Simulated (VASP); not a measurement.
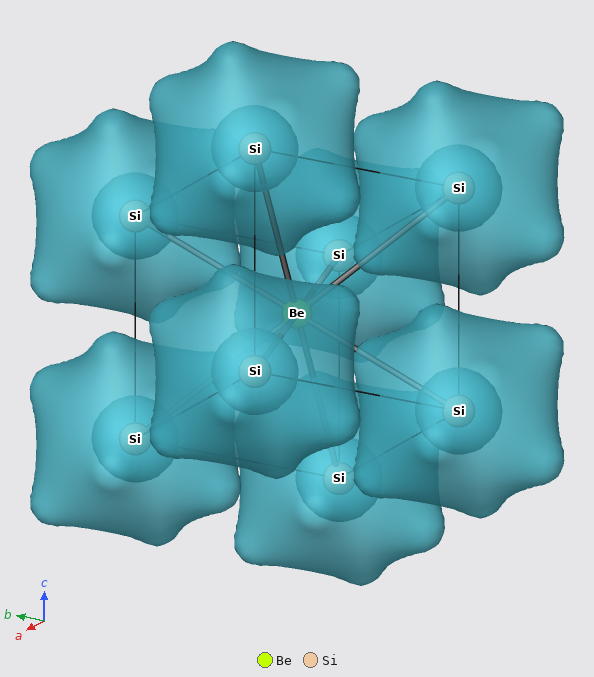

*BeSi. Isosurface of the ELF at 0.55 (cyan), seen at an oblique angle. Core shells and regions of very low density are left out. Sticks mark near contacts.*

Space group Pm-3m; a structure from a database of computed crystals, not necessarily the ambient phase; a generated structure, not necessarily the stable one; computed pressure about −9 GPa in this cell.

Theory: VASP 6.6.1, Kohn-Sham DFT of a periodic cell, PBE, VASP PAW PBE potentials, recommended.

In a PAW calculation such maps are meaningful between the atoms, not at the nuclei.

```
Be Si
1.0
     2.96583    0.00000    0.00000
     0.00000    2.96583    0.00000
     0.00000    0.00000    2.96583
Be Si
1 1
Direct
  0.50000 0.50000 0.50000
  0.00000 0.00000 0.00000
```

### Where are the electrons localised?

At this value the surface marks out one region wrapped around Si (its valence shell), counted in one cell of 2 atoms. Any copies at cell faces, edges or corners count once. Profiles from the grid: Be–Si (2.57 Å): the ELF peaks at about 0.75 in the valence shell of Si, 0.9 Å from its nucleus, and is about 0.65 at the midpoint.
